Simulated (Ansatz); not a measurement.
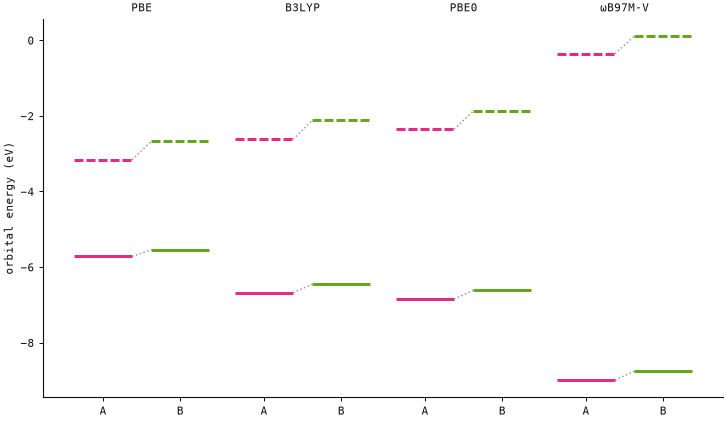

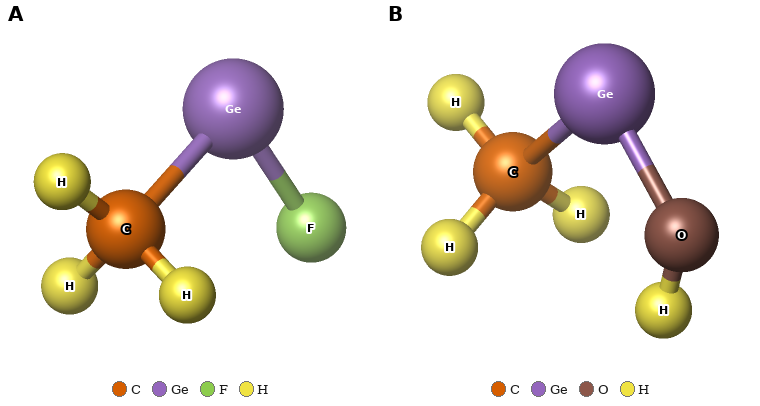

One change: A, CH₃FGe (SMILES [CH3][Ge][F]), becomes B, CH₄GeO (SMILES [CH3][Ge][OH]). F on Ge is replaced by OH. HOMO (solid) and LUMO (dashed) computed in def2-TZVPP at PBE0-D4/def2-TZVP geometries, both minima by their frequencies, gas phase, the Ansatz code 0.2.0. Empty levels above zero depend strongly on the basis.

> What does the change do to HOMO and LUMO?

PBE: the HOMO rises by 0.18 eV, the LUMO rises by 0.49 eV, and the separation goes from 2.56 to 2.87 eV. B3LYP: the HOMO rises by 0.23 eV, the LUMO rises by 0.50 eV, and the separation goes from 4.06 to 4.33 eV. PBE0: the HOMO rises by 0.24 eV, the LUMO rises by 0.48 eV, and the separation goes from 4.50 to 4.74 eV. ωB97M-V: the HOMO rises by 0.23 eV, the LUMO rises by 0.47 eV, and the separation goes from 8.63 to 8.86 eV.

> Do the functionals agree on the effect?

They agree on the direction for both levels; the HOMO shift lies between 0.18 and 0.24 eV and the LUMO shift between 0.47 and 0.50 eV, while the separations themselves differ by up to 6.1 eV between functionals.
